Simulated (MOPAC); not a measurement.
# C₅H₇N (charge +1): geometry relaxation (part 1 of 2)

System: C₅H₇N, charge +1, multiplicity 2.
Method: PM6-D3, unrestricted, dispersion D3 (MOPAC 23.2.5).

The starting geometry was optimised with PM6-D3.

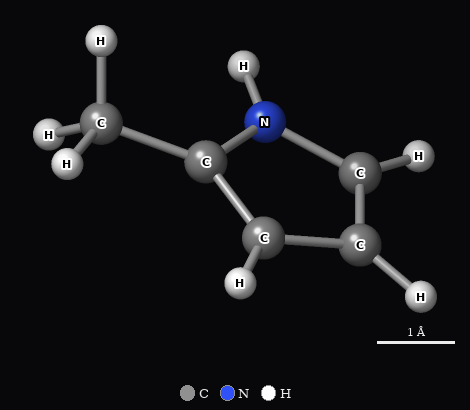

**Figure 1.** The structure as given in the input (ball-and-stick view, seen at a tilt). Bond lengths as drawn: C–C 1.39 to 1.48 Å, C–H 1.07 to 1.10 Å, C–N 1.40 to 1.41 Å and H–N 1.00 Å.

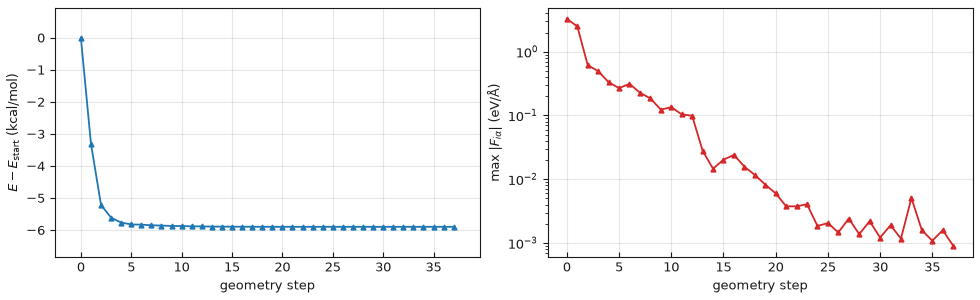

**Figure 2.** Progress of the relaxation, step by step (steps are counted from 0).

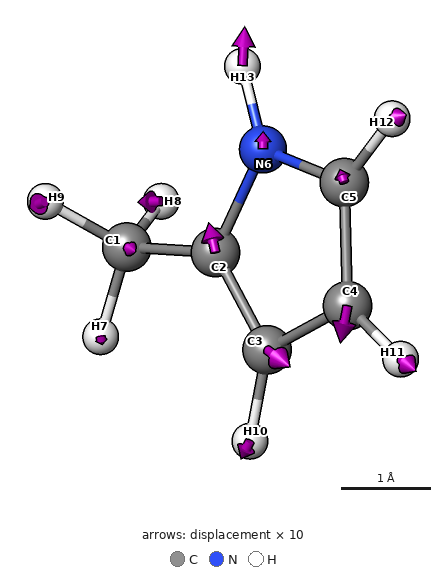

**Figure 3.** The starting structure with the displacements as pink arrows, magnified 10 times (ball-and-stick view, seen at a tilt). The two geometries are laid on each other by the best rigid fit. After 37 geometry steps the energy has fallen by 5.90 kcal/mol. The largest force component goes from 3.3 to 0.00091 eV/Å. H13 moves most after the best rigid fit: 0.046 Å. Largest moves by element: H 0.046 Å, C 0.045 Å, N 0.021 Å. Among the contacts that change: C2–C3 1.395 → 1.470 Å, C4–C5 1.392 → 1.450 Å, C3–C4 1.428 → 1.370 Å, C1–C2 1.478 → 1.449 Å. Among the angles that change: C2–C3–H10 126.6° → 123.5°, H8–C1–H9 107.9° → 105.0°, C5–C4–H11 126.6° → 123.9°. (Atoms are counted from 1 in the order of the input.)

The input and output of the run follow.

### Input file (calc.mop)
```
GNORM=0.05 UHF CHARGE=1 DISP CYCLES=300 PM6-D3 THREADS=1 AUX(PRECISION=6)
PM6-D3 optimise

C     -0.341657 1    -0.754613 1     1.740894 1
C     -0.029095 1    -0.215603 1     0.400853 1
C      0.962266 1    -0.576159 1    -0.511922 1
C      0.824293 1     0.263704 1    -1.657961 1
C     -0.245479 1     1.125233 1    -1.434638 1
N     -0.773734 1     0.832276 1    -0.166069 1
H      0.349657 1    -1.569612 1     2.006884 1
H     -1.358877 1    -1.169297 1     1.790943 1
H     -0.249252 1     0.011349 1     2.524478 1
H      1.697213 1    -1.342191 1    -0.384604 1
H      1.442605 1     0.227496 1    -2.531467 1
H     -0.651269 1     1.893577 1    -2.061921 1
H     -1.550558 1     1.294058 1     0.259795 1
```

Run as:
```bash
mopac calc.mop
```

### The program's output
```
MOPAC v23.2.5
PM6-D3 CALCULATION RESULTS

 *  PM6-D3     - CORRECT DISPERSION USING D3 METHOD
 *  UHF        - UNRESTRICTED HARTREE-FOCK CALCULATION
 *
 *
 *
 *                 CHARGE ON SYSTEM = +1
 *
 *
 *
 *  THREADS=1  - MULTI-THREADING NOT USED
 *  CYCLES=    - DO A MAXIMUM OF 300 STEPS
 *  GNORM      - EXIT WHEN GRADIENT NORM DROPS BELOW 0.050
 *  AUX        - OUTPUT AUXILIARY INFORMATION
 *  DISP       - PRINT DISPERSION AND HYDROGEN BOND ENERGIES
GNORM=0.05 UHF CHARGE=1 DISP CYCLES=300 PM6-D3 THREADS=1 AUX(PRECISION=6)
 PM6-D3 optimise

   ATOM   CHEMICAL          X               Y               Z
  NUMBER   SYMBOL      (ANGSTROMS)     (ANGSTROMS)     (ANGSTROMS)

     1       C         -0.34165700  *  -0.75461300  *   1.74089400  *
     2       C         -0.02909500  *  -0.21560300  *   0.40085300  *
     3       C          0.96226600  *  -0.57615900  *  -0.51192200  *
     4       C          0.82429300  *   0.26370400  *  -1.65796100  *
     5       C         -0.24547900  *   1.12523300  *  -1.43463800  *
     6       N         -0.77373400  *   0.83227600  *  -0.16606900  *
     7       H          0.34965700  *  -1.56961200  *   2.00688400  *
     8       H         -1.35887700  *  -1.16929700  *   1.79094300  *
     9       H         -0.24925200  *   0.01134900  *   2.52447800  *
    10       H          1.69721300  *  -1.34219100  *  -0.38460400  *
    11       H          1.44260500  *   0.22749600  *  -2.53146700  *
    12       H         -0.65126900  *   1.89357700  *  -2.06192100  *
    13       H         -1.55055800  *   1.29405800  *   0.25979500  *

          CARTESIAN COORDINATES

    NO.       ATOM           X           Y           Z

     1         C         -0.3417     -0.7546      1.7409
     2         C         -0.0291     -0.2156      0.4009
     3         C          0.9623     -0.5762     -0.5119
     4         C          0.8243      0.2637     -1.6580
     5         C         -0.2455      1.1252     -1.4346
     6         N         -0.7737      0.8323     -0.1661
     7         H          0.3497     -1.5696      2.0069
     8         H         -1.3589     -1.1693      1.7909
     9         H         -0.2493      0.0113      2.5245
    10         H          1.6972     -1.3422     -0.3846
    11         H          1.4426      0.2275     -2.5315
    12         H         -0.6513      1.8936     -2.0619
    13         H         -1.5506      1.2941      0.2598

           Empirical Formula: C5 H7 N  =    13 atoms

      MOLECULAR POINT GROUP   :   Cs

          UHF CALCULATION, NO. OF ALPHA ELECTRONS =   16
                           NO. OF BETA  ELECTRONS =   15

          Geometry optimization using EF

          DIAGONAL MATRIX USED AS START HESSIAN

 CYCLE:     1 TIME:   0.031 TIME LEFT:  2.00D  GRAD.:   145.192 HEAT:  201.5315
 CYCLE:     2 TIME:   0.008 TIME LEFT:  2.00D  GRAD.:   100.257 HEAT:  198.2296
 CYCLE:     3 TIME:   0.008 TIME LEFT:  2.00D  GRAD.:    39.490 HEAT:  196.3163
 CYCLE:     4 TIME:   0.016 TIME LEFT:  2.00D  GRAD.:    26.824 HEAT:  195.9182
 CYCLE:     5 TIME:   0.008 TIME LEFT:  2.00D  GRAD.:    15.971 HEAT:  195.7663
 CYCLE:     6 TIME:   0.008 TIME LEFT:  2.00D  GRAD.:    11.854 HEAT:  195.7091
 CYCLE:     7 TIME:   0.000 TIME LEFT:  2.00D  GRAD.:    13.104 HEAT:  195.7016
 CYCLE:     8 TIME:   0.008 TIME LEFT:  2.00D  GRAD.:    10.985 HEAT:  195.6825
 CYCLE:     9 TIME:   0.008 TIME LEFT:  2.00D  GRAD.:     9.113 HEAT:  195.6740
 CYCLE:    10 TIME:   0.000 TIME LEFT:  2.00D  GRAD.:     6.490 HEAT:  195.6606
 CYCLE:    11 TIME:   0.008 TIME LEFT:  2.00D  GRAD.:     6.428 HEAT:  195.6588
 CYCLE:    12 TIME:   0.000 TIME LEFT:  2.00D  GRAD.:     4.849 HEAT:  195.6493
 CYCLE:    13 TIME:   0.008 TIME LEFT:  2.00D  GRAD.:     4.622 HEAT:  195.6478
 CYCLE:    14 TIME:   0.008 TIME LEFT:  2.00D  GRAD.:     1.449 HEAT:  195.6408
 CYCLE:    15 TIME:   0.000 TIME LEFT:  2.00D  GRAD.:     0.854 HEAT:  195.6397
 CYCLE:    16 TIME:   0.008 TIME LEFT:  2.00D  GRAD.:     0.930 HEAT:  195.6385
 CYCLE:    17 TIME:   0.008 TIME LEFT:  2.00D  GRAD.:     1.363 HEAT:  195.6366
 CYCLE:    18 TIME:   0.000 TIME LEFT:  2.00D  GRAD.:     1.140 HEAT:  195.6361
 CYCLE:    19 TIME:   0.008 TIME LEFT:  2.00D  GRAD.:     0.633 HEAT:  195.6353
 CYCLE:    20 TIME:   0.008 TIME LEFT:  2.00D  GRAD.:     0.581 HEAT:  195.6348
 CYCLE:    21 TIME:   0.008 TIME LEFT:  2.00D  GRAD.:     0.408 HEAT:  195.6344
 CYCLE:    22 TIME:   0.000 TIME LEFT:  2.00D  GRAD.:     0.208 HEAT:  195.6343
 CYCLE:    23 TIME:   0.008 TIME LEFT:  2.00D  GRAD.:     0.178 HEAT:  195.6342
 CYCLE:    24 TIME:   0.000 TIME LEFT:  2.00D  GRAD.:     0.152 HEAT:  195.6341
 CYCLE:    25 TIME:   0.008 TIME LEFT:  2.00D  GRAD.:     0.109 HEAT:  195.6341
 CYCLE:    26 TIME:   0.008 TIME LEFT:  2.00D  GRAD.:     0.121 HEAT:  195.6340
 CYCLE:    27 TIME:   0.008 TIME LEFT:  2.00D  GRAD.:     0.096 HEAT:  195.6340
 CYCLE:    28 TIME:   0.000 TIME LEFT:  2.00D  GRAD.:     0.132 HEAT:  195.6339
 CYCLE:    29 TIME:   0.008 TIME LEFT:  2.00D  GRAD.:     0.089 HEAT:  195.6339
 CYCLE:    30 TIME:   0.008 TIME LEFT:  2.00D  GRAD.:     0.140 HEAT:  195.6339
 CYCLE:    31 TIME:   0.000 TIME LEFT:  2.00D  GRAD.:     0.086 HEAT:  195.6339
 CYCLE:    32 TIME:   0.008 TIME LEFT:  2.00D  GRAD.:     0.103 HEAT:  195.6338
 CYCLE:    33 TIME:   0.000 TIME LEFT:  2.00D  GRAD.:     0.062 HEAT:  195.6338
 CYCLE:    34 TIME:   0.008 TIME LEFT:  2.00D  GRAD.:     0.341 HEAT:  195.6339
 CYCLE:    35 TIME:   0.008 TIME LEFT:  2.00D  GRAD.:     0.101 HEAT:  195.6338
 CYCLE:    36 TIME:   0.000 TIME LEFT:  2.00D  GRAD.:     0.068 HEAT:  195.6338
 CYCLE:    37 TIME:   0.008 TIME LEFT:  2.00D  GRAD.:     0.082 HEAT:  195.6338
 CYCLE:    38 TIME:   0.008 TIME LEFT:  2.00D  GRAD.:     0.047 HEAT:  195.6338

     GRADIENT =  0.04702 IS LESS THAN CUTOFF =  0.05000

 -------------------------------------------------------------------------------
 GNORM=0.05 UHF CHARGE=1 DISP CYCLES=300 PM6-D3 THREADS=1 AUX(PRECISION=6)
 PM6-D3 optimise

     GEOMETRY OPTIMISED USING EIGENVECTOR FOLLOWING (EF).
     SCF FIELD WAS ACHIEVED

                              PM6-D3 CALCULATION

          FINAL HEAT OF FORMATION =        195.63380 KCAL/MOL =     818.53181 KJ/MOL

          TOTAL ENERGY            =     -20267.16331 KCAL/MOL = ELECTRONIC ENERGY + CORE-CORE REPULSION
          ENERGY OF ATOMS         =      20465.22497 KCAL/MOL
                              SUM =        198.06166 KCAL/MOL
          DISPERSION ENERGY       =         -1.92787 KCAL/MOL
          MM CORRECTION FOR >N-   =         -0.50000 KCAL/MOL
                              SUM =        195.63380 KCAL/MOL = FINAL HEAT OF FORMATION

          TOTAL ENERGY            =       -878.86738 EV
          ELECTRONIC ENERGY       =      -3623.91357 EV
          CORE-CORE REPULSION     =       2745.04619 EV
          COSMO AREA              =        125.31 SQUARE ANGSTROMS
          COSMO VOLUME            =        112.70 CUBIC ANGSTROMS

          GRADIENT NORM           =          0.04702          =       0.01304 PER ATOM
          IONIZATION POTENTIAL    =         15.022532 EV
          ALPHA SOMO LUMO (EV)    =        -15.023 -5.547
          BETA  SOMO LUMO (EV)    =        -15.826 -7.224
          NO. OF ALPHA ELECTRONS  =         16
          NO. OF BETA  ELECTRONS  =         15
          MOLECULAR WEIGHT        =         81.1170         POINT GROUP:  Cs

          MOLECULAR DIMENSIONS (Angstroms)

            Atom       Atom       Distance
            H    12    H     7     5.46497
            H    13    H    11     4.20697
            H     8    H     9     1.76636

          SCF CALCULATIONS        =         44

          WALL-CLOCK TIME         =      0.258 SECONDS
          COMPUTATION TIME        =      0.203 SECONDS

   ATOM   CHEMICAL          X               Y               Z
  NUMBER   SYMBOL      (ANGSTROMS)     (ANGSTROMS)     (ANGSTROMS)

     1       C         -0.33416117  *  -0.75334686  *   1.72743698  *
     2       C         -0.05755324  *  -0.19913081  *   0.41755502  *
     3       C          0.98517073  *  -0.57349838  *  -0.54936675  *
     4       C          0.85503180  *   0.23105221  *  -1.65094340  *
     5       C         -0.25955365  *   1.13092573  *  -1.42319524  *
     6       N         -0.79048373  *   0.84383616  *  -0.16087180  *
     7       H          0.35519699  *  -1.58033752  *   2.00649279  *
     8       H         -1.35834566  *  -1.17848294  *   1.82486507  *
     9       H         -0.25102368  *  -0.01024526  *   2.55233268  *
    10       H          1.71115566  *  -1.36162175  *  -0.37287775  *
    11       H          1.45804225  *   0.22888342  *  -2.55648851  *
    12       H         -0.65124999  *   1.90468226  *  -2.08099498  *
    13       H         -1.58604698  *   1.32205325  *   0.26573794  *

                             CARTESIAN COORDINATES

   1    C       -0.334161174    -0.753346863     1.727436982
   2    C       -0.057553244    -0.199130814     0.417555016
   3    C        0.985170728    -0.573498385    -0.549366754
   4    C        0.855031802     0.231052206    -1.650943399
   5    C       -0.259553653     1.130925730    -1.423195237
   6    N       -0.790483727     0.843836162    -0.160871805
   7    H        0.355196992    -1.580337521     2.006492794
   8    H       -1.358345658    -1.178482941     1.824865069
   9    H       -0.251023685    -0.010245259     2.552332682
  10    H        1.711155662    -1.361621752    -0.372877752
  11    H        1.458042250     0.228883416    -2.556488511
  12    H       -0.651249995     1.904682259    -2.080994976
  13    H       -1.586046976     1.322053254     0.265737936

           Empirical Formula: C5 H7 N  =    13 atoms

      MOLECULAR POINT GROUP   :   Cs

          ALPHA EIGENVALUES
 -39.26441 -32.95774 -32.53490 -28.86043 -26.21898 -25.61548 -23.31756 -20.87411
 -20.54835 -20.20049 -19.40754 -18.89330 -18.76589 -18.03532 -15.63852 -15.02253
  -5.54714  -4.33943  -3.95867  -2.17765  -1.84815  -1.60493  -1.19969  -0.42972
   0.05133   0.37422   0.50221   0.63162   0.97448   1.06635   1.51620

           BETA EIGENVALUES
 -39.39106 -32.98673 -32.41455 -28.68474 -26.22600 -25.53199 -23.20382 -20.47435
 -20.32305 -20.16850 -19.36200 -18.74897 -18.33159 -17.97953 -15.82598  -7.22377
  -4.32590  -3.93465  -3.72028  -2.03806  -1.73031  -1.48093  -1.09097  -0.36039
   0.13254   0.44311   0.52588   0.63829   1.00328   1.05908   1.53659

              NET ATOMIC CHARGES AND DIPOLE CONTRIBUTIONS

  ATOM NO.   TYPE          CHARGE      No. of ELECS.   s-Pop       p-Pop
    1          C          -0.572035        4.5720     1.08594     3.48610
    2          C           0.332889        3.6671     1.12878     2.53833
    3          C          -0.170788        4.1708     1.13477     3.03602
    4          C          -0.135691        4.1357     1.12609     3.00960
    5          C           0.073942        3.9261     1.15829     2.76777
    6          N          -0.209667        5.2097     1.45228     3.75739
    7          H           0.235005        0.7650     0.76500
    8          H           0.235539        0.7645     0.76446
    9          H           0.235870        0.7641     0.76413
   10          H           0.222561        0.7774     0.77744
   11          H           0.222067        0.7779     0.77793
   12          H           0.217023        0.7830     0.78298
   13          H           0.313284        0.6867     0.68672
 DIPOLE           X         Y         Z       TOTAL
 POINT-CHG.    -1.107     0.715     0.518     1.416
 HYBRID        -0.597     0.357     0.324     0.767
 SUM           -1.704     1.072     0.842     2.182

          ATOMIC ORBITAL ELECTRON POPULATIONS

     Atom    s        px        py        pz
    1  C   1.08594   1.23982   1.20999   1.03629
    2  C   1.12878   0.83750   0.78681   0.91402
    3  C   1.13477   1.02060   1.05279   0.96263
    4  C   1.12609   0.99054   0.95450   1.06455
    5  C   1.15829   0.92512   0.97740   0.86525
    6  N   1.45228   1.28846   1.28852   1.18041
    7  H   0.76500
    8  H   0.76446
    9  H   0.76413
   10  H   0.77744
   11  H   0.77793
   12  H   0.78298
   13  H   0.68672

                    (SZ)    =    0.500000
                    (S**2)  =    0.796232

          ATOMIC ORBITAL SPIN POPULATIONS

    Atom   Total    s     px     py     pz
         Atomic
    1  C -0.0111 -0.003  0.001  0.002 -0.011
    2  C  0.4773  0.011  0.177  0.203  0.086
    3  C  0.1709  0.002  0.063  0.077  0.028
    4  C -0.0868 -0.006 -0.032 -0.035 -0.014
    5  C  0.6184  0.015  0.229  0.258  0.116
    6  N -0.1947 -0.015 -0.063 -0.073 -0.044
    7  H  0.0009  0.001
    8  H  0.0192  0.019
    9  H  0.0196  0.020
   10  H -0.0054 -0.005
   11  H  0.0024  0.002
   12  H -0.0186 -0.019
   13  H  0.0078  0.008

 *                    *
 * JOB ENDED NORMALLY *
 *                    *

 TOTAL JOB TIME:             0.27 SECONDS

 == MOPAC DONE ==
```

### Trajectory as extended XYZ (Å, eV, eV/Å), 17 of the 38 frames kept, from step=0 to step=37
```
13
Properties=species:S:1:pos:R:3:forces:R:3 step=0 energy=8.73923
C    -0.3417   -0.7546    1.7409    0.4146   0.3369  -1.1711
C    -0.0291   -0.2156    0.4009   -2.1751   0.4816   2.5075
C     0.9623   -0.5762   -0.5119    1.5782   0.5599  -3.2799
C     0.8243    0.2637   -1.6580    1.6341  -2.2763   1.2106
C    -0.2455    1.1252   -1.4346   -1.2127   0.8692   0.4255
N    -0.7737    0.8323   -0.1661    0.0117  -0.0851   0.1154
H     0.3497   -1.5696    2.0069    0.0885  -0.2133   0.2083
H    -1.3589   -1.1693    1.7909   -0.2588  -0.0943   0.1427
H    -0.2493    0.0113    2.5245   -0.0520   0.1262   0.2801
H     1.6972   -1.3422   -0.3846    0.3583  -0.3544   0.0295
H     1.4426    0.2275   -2.5315    0.2800  -0.0285  -0.3776
H    -0.6513    1.8936   -2.0619   -0.2143   0.4066  -0.3341
H    -1.5506    1.2941    0.2598   -0.4526   0.2714   0.2431
13
Properties=species:S:1:pos:R:3:forces:R:3 step=2 energy=8.51308
C    -0.3392   -0.7519    1.7304    0.0478   0.1477  -0.1149
C    -0.0578   -0.1956    0.4212    0.6144  -0.6177  -0.1013
C     0.9878   -0.5755   -0.5543   -0.3161   0.3005   0.0690
C     0.8542    0.2298   -1.6544   -0.3384   0.1266   0.4242
C    -0.2653    1.1370   -1.4143    0.4717  -0.2672  -0.4557
N    -0.7794    0.8297   -0.1603   -0.5109   0.4988   0.0829
H     0.3505   -1.5741    2.0151   -0.0010  -0.0230   0.0279
H    -1.3650   -1.1732    1.7966   -0.0346  -0.0407   0.1288
H    -0.2529    0.0134    2.5351   -0.0501  -0.0943   0.0925
H     1.7054   -1.3503   -0.3815    0.2505  -0.2985   0.0781
H     1.4491    0.2282   -2.5427    0.2275   0.0245  -0.4153
H    -0.6562    1.9050   -2.0767   -0.0317   0.0430   0.0196
H    -1.5625    1.3017    0.2662   -0.3291   0.2003   0.1641
```
